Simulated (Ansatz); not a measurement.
## Geometry relaxation, with input and output: CH7AlN2O (part 2 of 2)

CH7AlN2O; RKS B3LYP-D4/6-31G (Ansatz 0.2.0). It belongs to a series of runs on one base structure; here: start relaxed.

Geometry of the input (Å):
```
N  -1.9077  0.6271  0.0888
C  -0.9594  -0.3153  0.4679
Al 0.7086  -0.0065  -0.5521
N  2.3154  -1.1431  -0.2495
O  0.8644  1.3687  -1.7537
H  -1.6630  1.6180  0.4540
H  -2.8232  0.4267  0.5639
H  -1.2817  -1.3162  0.2201
H  -0.7505  -0.2290  1.6024
H  1.9228  -2.1257  -0.4242
H  2.4490  -1.1095  0.7957
H  1.2024  2.1496  -1.1794
```

## Trajectory as extended XYZ, continued
```
12
Properties=species:S:1:pos:R:3:forces:R:3 step=8 energy=-12775.26354
N    -2.0538    0.6333    0.1779    0.0039   0.0427  -0.0021
C    -1.0378   -0.3092    0.6411   -0.0091   0.0054   0.0518
Al    0.6701   -0.0399   -0.3133    0.0229   0.0339  -0.0048
N     2.0730   -1.1586   -0.1432    0.1443  -0.1852  -0.1094
O     0.7782    1.4161   -1.2525    0.1374  -0.0390   0.0074
H    -1.7402    1.5452   -0.1229    0.0146  -0.0444  -0.0074
H    -2.9289    0.6486    0.6846    0.0015  -0.0071  -0.0126
H    -1.3590   -1.3439    0.4382    0.0203   0.0241  -0.0004
H    -0.8377   -0.2770    1.7337   -0.0299   0.0227   0.0237
H     2.6829   -1.4609   -0.9020   -0.0873   0.1924   0.3368
H     2.3140   -1.6092    0.7363   -0.0676  -0.0290  -0.2547
H     1.5163    1.9004   -1.6439   -0.1509  -0.0164  -0.0283
12
Properties=species:S:1:pos:R:3:forces:R:3 step=10 energy=-12775.33699
N    -2.0073    0.6253    0.1404   -0.0563   0.0424  -0.0226
C    -1.0324   -0.3027    0.7129   -0.0134  -0.0260   0.0630
Al    0.6733   -0.0621   -0.2597   -0.0236  -0.0442   0.0628
N     2.0722   -1.1902   -0.1713    0.6680  -0.2312  -0.1824
O     0.7396    1.4052   -1.1788    0.2374   0.0110  -0.0914
H    -1.6576    1.5026   -0.2188   -0.0099  -0.0344   0.0189
H    -2.9053    0.6914    0.6010    0.0157   0.0077  -0.0171
H    -1.3690   -1.3413    0.5618    0.0491   0.0122   0.0112
H    -0.8815   -0.1979    1.8090    0.0188   0.0324  -0.0548
H     2.8636   -1.1799   -0.8409   -0.7095  -0.1357   0.8336
H     2.1833   -1.8907    0.5747    0.0174   0.4089  -0.6928
H     1.3982    1.8851   -1.6964   -0.1937  -0.0432   0.0716
12
Properties=species:S:1:pos:R:3:forces:R:3 step=12 energy=-12775.40244
N    -2.0201    0.5398    0.0824   -0.0098   0.0298  -0.0534
C    -0.9734   -0.2428    0.7486    0.0403   0.0724   0.0215
Al    0.7210   -0.0144   -0.2444   -0.1819  -0.0361   0.0313
N     2.0292   -1.2428   -0.1924    0.0406   0.1345  -0.1010
O     0.8099    1.4765   -1.1065    0.2143   0.0058  -0.0710
H    -1.7414    1.4375   -0.2931    0.0418  -0.0653   0.0255
H    -2.9238    0.5655    0.5381   -0.0016  -0.0212   0.0191
H    -1.2374   -1.3085    0.7387   -0.0147  -0.0780  -0.0525
H    -0.8140    0.0063    1.8160   -0.0331   0.0771   0.0797
H     2.9132   -1.1669   -0.6788    0.0187  -0.0515   0.0328
H     1.9636   -2.1084    0.3287   -0.0068   0.0306  -0.0328
H     1.3503    2.0030   -1.7035   -0.1079  -0.0981   0.1007
12
Properties=species:S:1:pos:R:3:forces:R:3 step=15 energy=-12775.41870
N    -1.9983    0.4907    0.0320   -0.0323   0.0126   0.0181
C    -0.9658   -0.2148    0.8091    0.0359  -0.0206   0.0043
Al    0.7152   -0.0056   -0.2036    0.0429  -0.0604   0.0164
N     2.0096   -1.2476   -0.2404    0.0235  -0.0221  -0.0109
O     0.8580    1.4905   -1.0344    0.0081   0.0335  -0.0093
H    -1.7237    1.4023   -0.3138   -0.0117  -0.0109  -0.0074
H    -2.9277    0.4958    0.4379   -0.0039  -0.0125  -0.0122
H    -1.2054   -1.2881    0.8553    0.0001   0.0532   0.0029
H    -0.8579    0.1229    1.8591   -0.0311   0.0088   0.0021
H     2.8967   -1.1660   -0.7207   -0.0310   0.0113   0.0014
H     1.9301   -2.1403    0.2312   -0.0003   0.0187  -0.0161
H     1.3463    2.0050   -1.6777   -0.0002  -0.0116   0.0108
12
Properties=species:S:1:pos:R:3:forces:R:3 step=17 energy=-12775.42705
N    -1.9766    0.4162   -0.0192   -0.0032  -0.0140   0.0830
C    -0.9433   -0.1611    0.8729   -0.0907   0.0227   0.0774
Al    0.7350    0.0218   -0.1491    0.0537  -0.0535   0.0069
N     1.9785   -1.2666   -0.2889   -0.0284  -0.0291  -0.0430
O     0.9166    1.5341   -0.9445   -0.0496  -0.0064   0.0309
H    -1.7561    1.3428   -0.3683   -0.0178  -0.0330   0.0145
H    -2.9328    0.3563    0.3233    0.1052  -0.0060  -0.0397
H    -1.1504   -1.2336    1.0133    0.0272   0.0943  -0.0110
H    -0.9021    0.2864    1.8890   -0.0075  -0.0468  -0.1288
H     2.8375   -1.2033   -0.8208   -0.0277   0.0308   0.0208
H     1.8800   -2.1804    0.1355   -0.0005   0.0189   0.0135
H     1.3907    2.0322   -1.6094    0.0394   0.0222  -0.0247
12
Properties=species:S:1:pos:R:3:forces:R:3 step=19 energy=-12775.43102
N    -1.9593    0.3682   -0.0396    0.0502  -0.0280   0.0333
C    -0.9315   -0.1302    0.9041   -0.0080   0.0475   0.0469
Al    0.7371    0.0404   -0.1271    0.0494  -0.0734  -0.0691
N     1.9307   -1.2851   -0.3393    0.0832   0.1046   0.0370
O     0.9406    1.5623   -0.9049   -0.0273  -0.0189   0.0379
H    -1.7798    1.2958   -0.4076    0.0027  -0.0063   0.0225
H    -2.9183    0.2619    0.2719   -0.0554   0.0003  -0.0191
H    -1.1154   -1.1957    1.1009    0.0159   0.0424  -0.0152
H    -0.9154    0.3768    1.8884   -0.0320  -0.0162  -0.0393
H     2.7869   -1.2174   -0.8760   -0.0643  -0.0212  -0.0036
H     1.8500   -2.1871    0.1109   -0.0287  -0.0359  -0.0184
H     1.4515    2.0549   -1.5478    0.0143   0.0050  -0.0130
12
Properties=species:S:1:pos:R:3:forces:R:3 step=22 energy=-12775.43953
N    -1.8958    0.2814   -0.0811   -0.0355   0.0061   0.0420
C    -0.9048   -0.0622    0.9778   -0.0565   0.0120   0.0450
Al    0.7479    0.0739   -0.0792   -0.0337   0.0149  -0.0107
N     1.8745   -1.2902   -0.3806    0.0286  -0.0110  -0.0369
O     0.9814    1.6076   -0.8307    0.0357   0.0234  -0.0120
H    -1.7999    1.2266   -0.4389   -0.0135  -0.0278   0.0070
H    -2.8668    0.0572    0.1300    0.1432   0.0146  -0.0164
H    -1.0528   -1.1112    1.2659   -0.0061   0.0287  -0.0024
H    -0.9769    0.5440    1.8991    0.0010  -0.0426  -0.0681
H     2.6735   -1.2577   -1.0013   -0.0255  -0.0008   0.0219
H     1.7661   -2.2089    0.0292   -0.0047   0.0087   0.0100
H     1.5307    2.0843   -1.4563   -0.0330  -0.0261   0.0207
12
Properties=species:S:1:pos:R:3:forces:R:3 step=24 energy=-12775.44308
N    -1.7779    0.2215   -0.1224   -0.3102  -0.0320   0.1189
C    -0.8760   -0.0197    1.0593   -0.0621   0.0544   0.0508
Al    0.7408    0.0990   -0.0408   -0.3518   0.3285   0.0701
N     1.7880   -1.2847   -0.4244    0.3549  -0.3480  -0.1727
O     1.0007    1.6454   -0.7624    0.0286   0.0428  -0.0163
H    -1.7606    1.1872   -0.4463   -0.0341  -0.1289   0.0351
H    -2.7422   -0.1254   -0.0333    0.5077   0.1598  -0.0452
H    -1.0228   -1.0514    1.4023   -0.0121   0.0458  -0.0235
H    -1.0384    0.6526    1.9189   -0.0062  -0.0832  -0.1232
H     2.5389   -1.2805   -1.1062   -0.1076  -0.0121   0.0942
H     1.6820   -2.1973   -0.0007    0.0206  -0.0087  -0.0084
H     1.5447    2.0980   -1.4103   -0.0278  -0.0185   0.0203
12
Properties=species:S:1:pos:R:3:forces:R:3 step=26 energy=-12775.49055
N    -1.6152    0.2236   -0.1460   -0.4619  -0.0760  -0.0375
C    -0.8575    0.0078    1.1612   -0.0026  -0.0452   0.0136
Al    0.6725    0.0975   -0.0364   -0.0956  -0.0546  -0.1439
N     1.7162   -1.3056   -0.4667    0.0274  -0.0900   0.1039
O     0.9480    1.6574   -0.7304    0.0404   0.0947  -0.0151
H    -1.6802    1.2093   -0.4040   -0.0196  -0.1698   0.0197
H    -2.5337   -0.2413   -0.2343    0.6622   0.2513   0.0388
H    -1.0498   -1.0116    1.4999   -0.0309  -0.0838   0.0434
H    -1.1064    0.7055    1.9625   -0.0361   0.0801   0.0156
H     2.4322   -1.2991   -1.1826   -0.0900  -0.0036   0.0110
H     1.6791   -2.2004    0.0102    0.0013   0.1202  -0.0773
H     1.4719    2.1016   -1.3995    0.0055  -0.0234   0.0279
12
Properties=species:S:1:pos:R:3:forces:R:3 step=29 energy=-12775.55119 accepted=F
N    -1.4676    0.1823   -0.1422    0.0363   0.1366  -0.5845
C    -0.8205    0.0177    1.2400    0.0766   0.3292   0.3792
Al    0.5801    0.1447   -0.1254   -0.0677  -0.3118   0.4408
N     1.5850   -1.2958   -0.5202    0.0634   0.0125  -0.2710
O     0.9211    1.7244   -0.7470    0.9364   0.7436  -0.7174
H    -1.7817    1.1331   -0.3168   -0.1526  -0.0916  -0.1519
H    -2.1612   -0.5081   -0.3778   -0.2969  -0.1381  -0.2874
H    -1.1039   -0.9531    1.6433    0.0832  -0.0199   0.1742
H    -1.1666    0.8357    1.8716    0.2125  -0.1489   0.3533
H     2.1404   -1.3859   -1.3622   -0.0359  -0.0641   0.0463
H     1.6750   -2.1082    0.0745   -0.0028   0.0347   0.0340
H     1.6769    2.1579   -1.2038   -0.8525  -0.4823   0.5845
12
Properties=species:S:1:pos:R:3:forces:R:3 step=31 energy=-12775.60875
N    -1.4799    0.1660   -0.1679    0.1801   0.0996   0.0577
C    -0.8281    0.0467    1.2550    0.0875   0.0351  -0.0927
Al    0.5910    0.1485   -0.0931   -0.1697  -0.0187   0.1667
N     1.5748   -1.2947   -0.5324    0.0822  -0.0344  -0.1725
O     0.9608    1.7324   -0.7048   -0.3628  -0.2140   0.1718
H    -1.8006    1.1056   -0.3926   -0.0550  -0.0667   0.0326
H    -2.1699   -0.5345   -0.4141   -0.0229  -0.0452  -0.0164
H    -1.0694   -0.9280    1.6818   -0.0362  -0.0040  -0.0219
H    -1.1465    0.8475    1.9215   -0.0244   0.0156  -0.0209
H     2.1232   -1.3825   -1.3803   -0.0716  -0.0186   0.0901
H     1.6602   -2.1156    0.0516    0.0110   0.0071   0.0125
H     1.6613    2.1533   -1.1907    0.3816   0.2443  -0.2070
12
Properties=species:S:1:pos:R:3:forces:R:3 step=33 energy=-12775.61300 accepted=F
N    -1.4541    0.1678   -0.1742   -0.1320  -0.2775  -0.1445
C    -0.8244    0.0718    1.2589   -0.0213   0.0229  -0.0013
Al    0.5808    0.1656   -0.0986    0.0049   0.1307   0.0232
N     1.5360   -1.2922   -0.5539    0.2311  -0.4698  -0.1289
O     0.9772    1.7363   -0.7335   -0.1155   0.0327  -0.0068
H    -1.8989    1.0527   -0.3933    0.0691   0.1502   0.0444
H    -2.0573   -0.6031   -0.4504    0.0827  -0.0180   0.0542
H    -1.0858   -0.8779    1.7123   -0.0313  -0.2916  -0.0029
H    -1.1840    0.8700    1.8959    0.0448   0.3115   0.0748
H     1.8766   -1.5075   -1.4855   -0.0694   0.1830   0.0584
H     1.8382   -2.0179    0.0892   -0.1649   0.1916   0.0336
H     1.7728    2.1791   -1.0331    0.1019   0.0342  -0.0043
12
Properties=species:S:1:pos:R:3:forces:R:3 step=35 energy=-12775.63198
N    -1.4648    0.1379   -0.1782    0.0340  -0.0153   0.0001
C    -0.8206    0.0791    1.2549    0.1107  -0.0141   0.0447
Al    0.5733    0.1734   -0.1197    0.0557   0.0678   0.0528
N     1.5306   -1.2922   -0.5642   -0.0325  -0.0442  -0.1529
O     0.9779    1.7503   -0.7546    0.0164  -0.0101  -0.0328
H    -1.9206    1.0178   -0.4018   -0.0142   0.0168   0.0122
H    -2.0473   -0.6539   -0.4322    0.0031   0.0049   0.0007
H    -1.0646   -0.8682    1.7374   -0.0482   0.0070  -0.0342
H    -1.1394    0.9193    1.8708   -0.0332   0.0144  -0.0447
H     1.9209   -1.4688   -1.4825    0.0033   0.0341   0.0869
H     1.7298   -2.0503    0.0742   -0.0021   0.0044   0.0283
H     1.8021    2.2005   -0.9704   -0.0929  -0.0658   0.0389
12
Properties=species:S:1:pos:R:3:forces:R:3 step=38 energy=-12775.63632
N    -1.4543    0.1384   -0.1742   -0.0042   0.0182  -0.0095
C    -0.8131    0.0797    1.2616    0.0024  -0.0167   0.0186
Al    0.5778    0.1659   -0.1153   -0.0073  -0.0051  -0.0030
N     1.5232   -1.3024   -0.5736    0.0113   0.0084  -0.0263
O     0.9589    1.7391   -0.7680    0.0032  -0.0070  -0.0130
H    -1.9076    1.0201   -0.3984   -0.0007  -0.0089  -0.0009
H    -2.0377   -0.6523   -0.4293    0.0038   0.0024   0.0029
H    -1.0822   -0.8598    1.7459   -0.0014   0.0103   0.0018
H    -1.1320    0.9306    1.8630    0.0020  -0.0025  -0.0054
H     1.9663   -1.4455   -1.4720   -0.0106  -0.0024   0.0320
H     1.6998   -2.0724    0.0577    0.0028  -0.0014  -0.0071
H     1.7779    2.2035   -0.9636   -0.0015   0.0047   0.0098
12
Properties=species:S:1:pos:R:3:forces:R:3 step=40 energy=-12775.63678
N    -1.4540    0.1371   -0.1747   -0.0020  -0.0005   0.0027
C    -0.8097    0.0817    1.2616   -0.0016   0.0014   0.0009
Al    0.5757    0.1614   -0.1223   -0.0003  -0.0066   0.0022
N     1.5236   -1.3055   -0.5782   -0.0005  -0.0003  -0.0048
O     0.9545    1.7319   -0.7835    0.0101   0.0088  -0.0067
H    -1.9130    1.0151   -0.4003    0.0009  -0.0011   0.0003
H    -2.0331   -0.6577   -0.4264    0.0007   0.0012   0.0006
H    -1.0874   -0.8500    1.7553    0.0013  -0.0005  -0.0015
H    -1.1200    0.9413    1.8551   -0.0021  -0.0006  -0.0010
H     1.9725   -1.4470   -1.4732   -0.0023   0.0021   0.0055
H     1.6946   -2.0781    0.0515    0.0017  -0.0018  -0.0002
H     1.7734    2.2146   -0.9312   -0.0060  -0.0022   0.0020
```

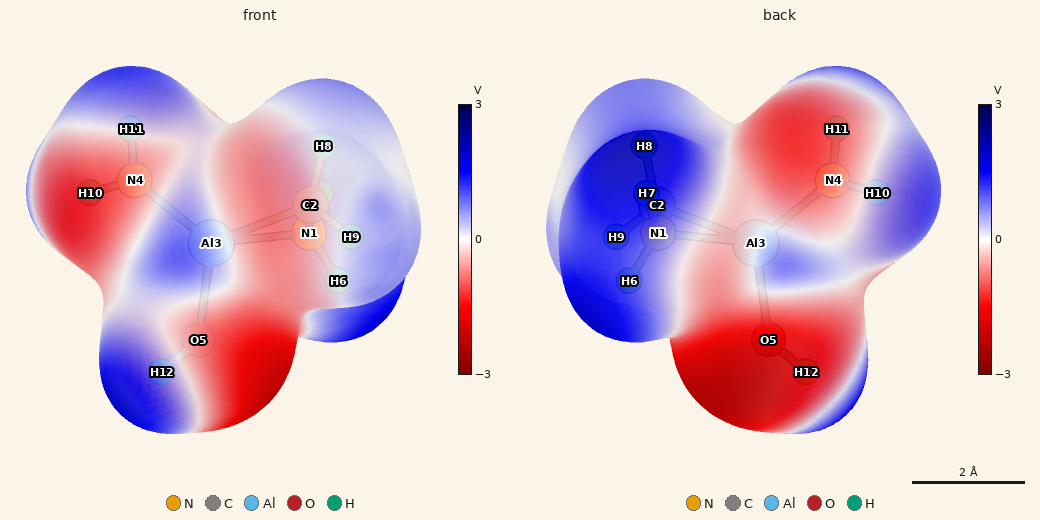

The molecular electrostatic potential painted on the density surface at 0.002 e/bohr³, seen at a tilt and from behind; the colour scale runs from red (negative) to blue (positive).

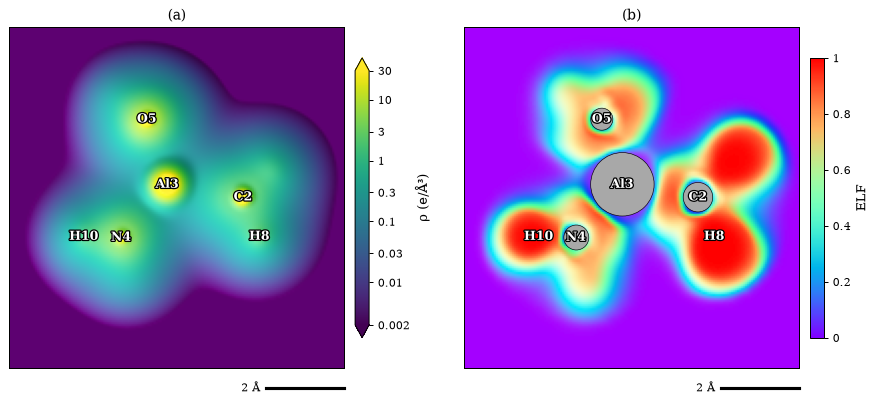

(a) total electron density; (b) electron localisation function on the plane of atoms C2, Al3 and O5. Grey discs, where drawn, cover atomic cores. Atoms in the plane: C, Al, N, O and H. Al–O (1.75 Å): ρ is about 0.65 e/Å³ halfway; the ELF peaks at about 0.85 in the valence shell of O, 0.6 Å from its nucleus, and is about 0.30 at the midpoint. C–Al (1.96 Å): ρ at the midpoint is about 0.58 e/Å³; the ELF peaks at about 0.90 in the valence shell of C, 0.7 Å from its nucleus, and is about 0.70 at the midpoint. N–H (1.01 Å): ρ is about 2.6 e/Å³ halfway, with its minimum of 2.1 e/Å³ about 0.7 Å from N; the ELF climbs to about 1 towards the hydrogen, as it does in any bond to H (a covalent bond by its length).
